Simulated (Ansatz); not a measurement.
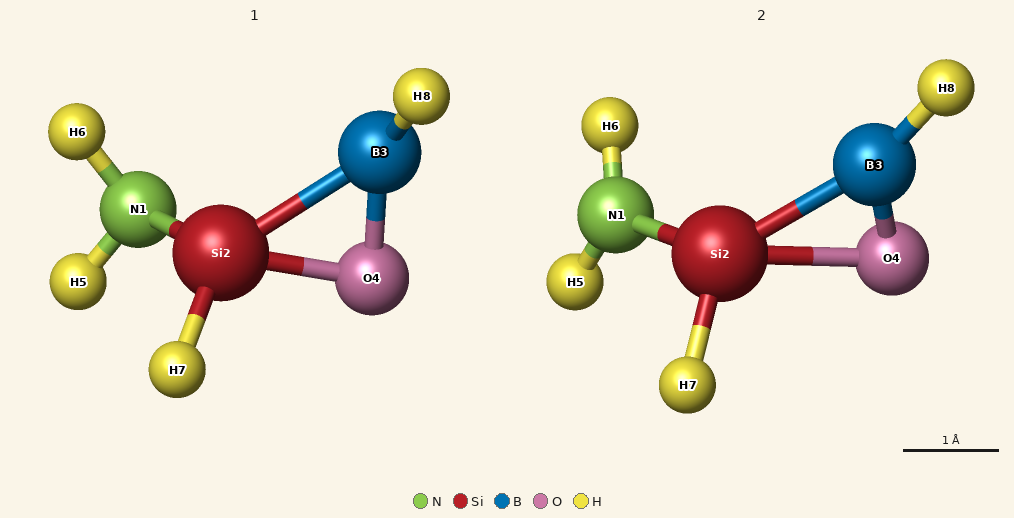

Two geometries of BSiNH₄O, drawn at one scale. One is the start of a relaxation, the other its converged end. A ball-and-stick model, seen from a free direction.

All numbers below come from RKS BLYP-D4/def2-SVP (Ansatz). (no spin polarisation; force threshold 0.015 eV/Å; at most 40 steps)

### Which geometry has the lower energy?

Structure 2 is the relaxed one. The run prepares an end point of a later path (inversion) calculation, from a guessed geometry. The largest move after the best rigid fit is that of H6, 0.43 Å. Largest moves by element: H 0.43 Å, N 0.42 Å, B 0.33 Å, O 0.25 Å, Si 0.15 Å. Near-neighbour distances that change, for instance: Si2–O4 1.647 → 1.864 Å, B3–O4 1.467 → 1.338 Å, Si2–B3 2.001 → 1.930 Å, N1–H6 1.062 → 1.021 Å. Bond angles that change, for instance: Si2–B3–H8 132.7° → 160.6°, Si2–B3–O4 54.1° → 66.7°, N1–Si2–B3 113.6° → 126.2°. The energy falls by 1.532 eV in 11 geometry steps. The largest force component goes from 4.8 to 0.013 eV/Å.
